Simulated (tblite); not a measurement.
# Relaxed scan of C$_{6}$H$_{10}$Si

- system: C$_{6}$H$_{10}$Si, SMILES C1=CC[SiH2]C=CC1
- method: GFN2-xTB relaxed scan under a harmonic restraint, gas phase (tblite 0.8.0)

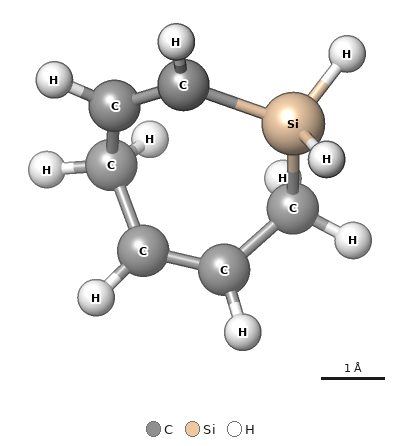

Fig. 1: The structure (ball-and-stick view, seen at a tilt).

### Input file
```
{"job": {"xc": "GFN2-xTB", "basis": "xTB", "coordinate": [["t", [5, 6, 0, 1], 1.0]], "kind": "drive"}, "charge": 0, "multiplicity": 1}
C      0.885983     1.373976     0.066519
C     -0.403044     1.567661     0.305742
C     -1.485483     0.714872    -0.261395
Si    -1.388116    -1.039753     0.485701
C      0.389819    -1.650198     0.471924
C      1.442013    -1.046602    -0.069488
C      1.406864     0.265687    -0.806029
H      1.627834     2.014663     0.521667
H     -0.708695     2.366570     0.967773
H     -2.459489     1.164139    -0.075346
H     -1.368407     0.639861    -1.344669
H     -1.864617    -1.000310     1.876112
H     -2.239735    -1.941898    -0.305292
H      0.564744    -2.591740     0.980366
H      2.424008    -1.499996     0.014367
H      0.759318     0.161778    -1.681803
H      2.410006     0.513320    -1.156061
```

The first line tells a small driver script what to run in tblite; the rest is the geometry in Å.

Hardware: 1 CPU thread, shared host.

Launch command:
```bash
OMP_NUM_THREADS=1 python <driver script> task.json out
```

### Log
```
point  coordinate     E/eV
  0    -67.100     -533.56203
  1    -53.700     -533.51129
  2    -40.300     -533.45667
  3    -26.900     -533.41904
  4    -13.500     -533.39148
  5     -0.200     -533.37145
  6     13.200     -533.36114
  7     26.700     -533.36788
  8     40.200     -533.39596
  9     53.500     -533.43670
 10     66.900     -533.48591
 11     79.700     -533.58627
```

### Key numbers

```csv
quantity,value
outcome,converged
wall time,6.5 s
peak memory,0.19 GiB
```
